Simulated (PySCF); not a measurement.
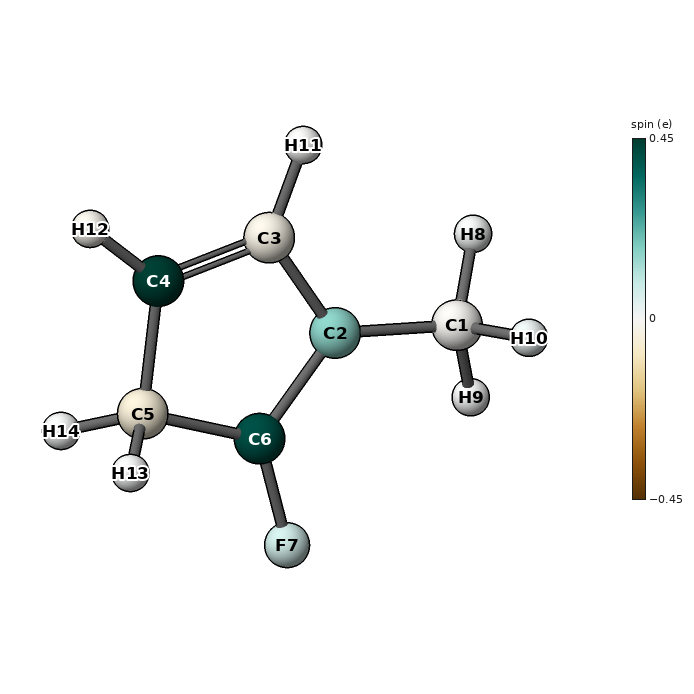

Atoms are coloured by their Mulliken spin populations. State: charge +1, doublet. The computed structure is the end point of a GFN2-xTB optimisation. No frequency run is at hand to confirm it as a minimum. Method: UKS B3LYP, pcH-1 on C F H, non-relativistic (PySCF 2.14.0).

List the Mulliken spin populations.

| atom | value (e) |
| --- | --- |
| C1 | −0.01 |
| C2 | 0.16 |
| C3 | −0.03 |
| C4 | 0.44 |
| C5 | −0.05 |
| C6 | 0.41 |
| F7 | 0.07 |
| H8 | 0.01 |
| H9 | 0.00 |
| H10 | 0.02 |
| H11 | 0.00 |
| H12 | −0.02 |
| H13 | 0.00 |
| H14 | 0.00 |

Mulliken values depend strongly on the basis set.
